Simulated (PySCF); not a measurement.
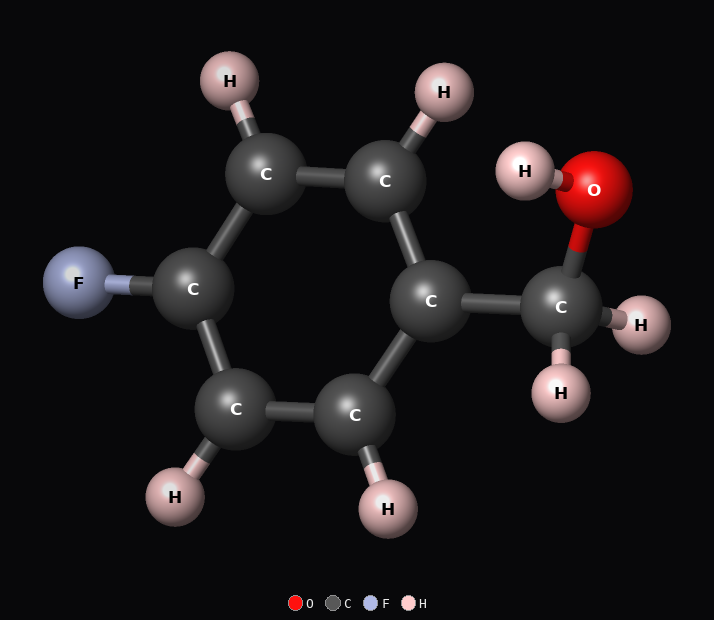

Every bond is drawn as one stick, whatever its order.

The computed structure is the end point of a PBE0-D3(BJ)/def2-SVP optimisation. No frequency run is at hand to confirm it as a minimum.

What does the picture show?

Formula C₇H₇FO. SMILES: `OCc1ccc(F)cc1`. Independent rings (smallest set): 1 of 6 members, 1 of them aromatic. Among its groups: alcohol, C–F bond. This geometry has C1 symmetry. Coordination: 1 O bent; 1 C tetrahedral; 6 C trigonal planar.

More results for the same structure follow; atom numbers are the same in all pictures, views and colours differ.

**Polarisability**

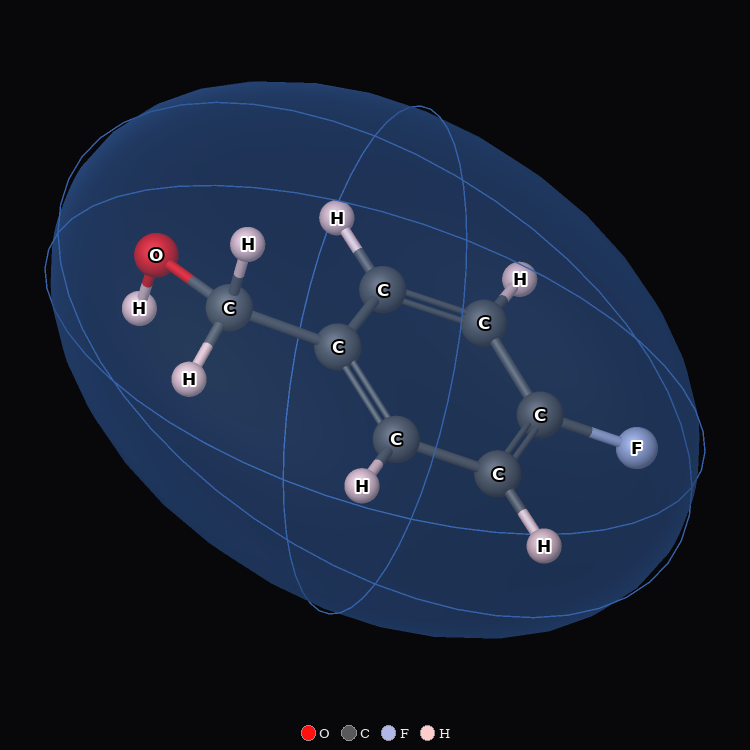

The ellipsoid shows the static dipole polarisability: its half-axes are proportional to the principal values. No frequency run is at hand to confirm it as a minimum. Method: CAM-B3LYP/def2-SVPD in chloroform (IEF-PCM) (PySCF 2.14.0).

How large and how anisotropic is the polarisability?

Principal values 68.7, 117.9, 131.7 bohr³; mean 106.1 bohr³ (15.72 Å³); anisotropy 57.3 bohr³, so the longest axis is 1.92 times the shortest.

**Quadrupole coupling**

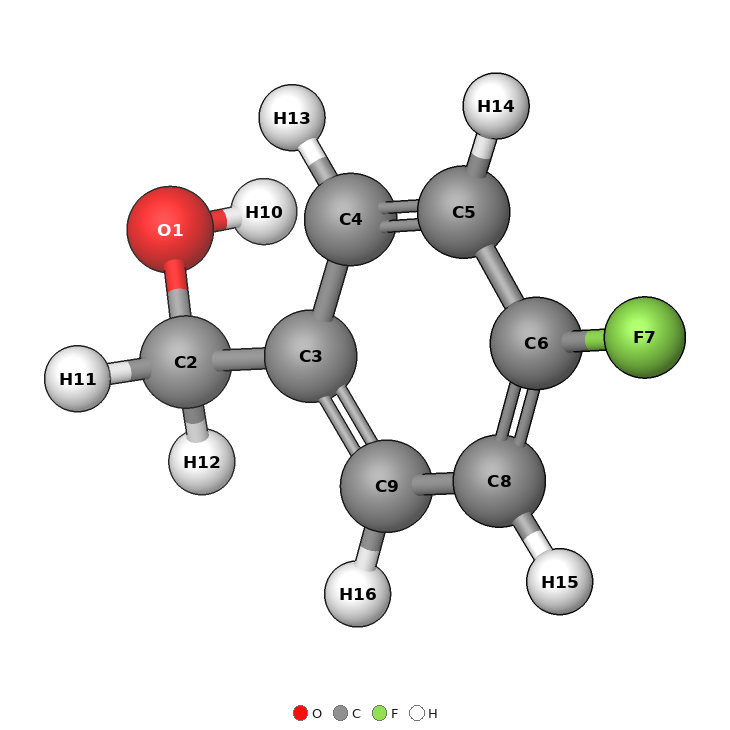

No frequency run is at hand to confirm it as a minimum. Electric field gradients from the ground-state density, PBE0/pcSseg-1 in chloroform (IEF-PCM) (PySCF 2.14.0), non-relativistic apart from any core potentials.

Give the largest field-gradient component, the quadrupole coupling constant and the asymmetry for 17O at O1 (Q = −25.6 mb).

```json
{"atom": "O1", "V_zz (a.u.)": "−1.904", "e²qQ/h (MHz)": "11.45", "η": "0.93"}
```

**NMR shielding**

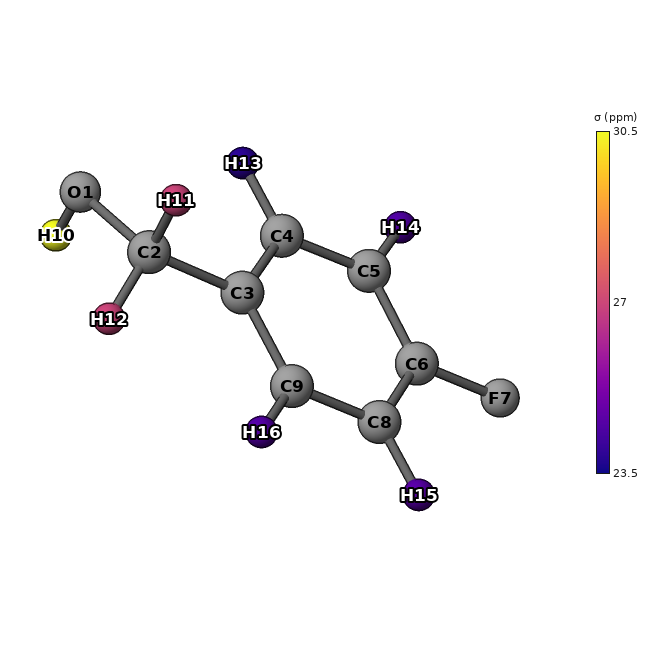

Atoms are coloured by their isotropic NMR shieldings (H only, the others grey). No frequency run is at hand to confirm it as a minimum. Properties computed with GIAO WP04/pcSseg-1 NMR shielding, non-relativistic, IEF-PCM chloroform (PySCF 2.14.0).

Give the isotropic NMR shieldings of the H atoms atom by atom.

```tsv
atom	σ (ppm)
H10	30.46
H11	26.95
H12	26.96
H13	23.86
H14	24.46
H15	24.57
H16	24.49
```
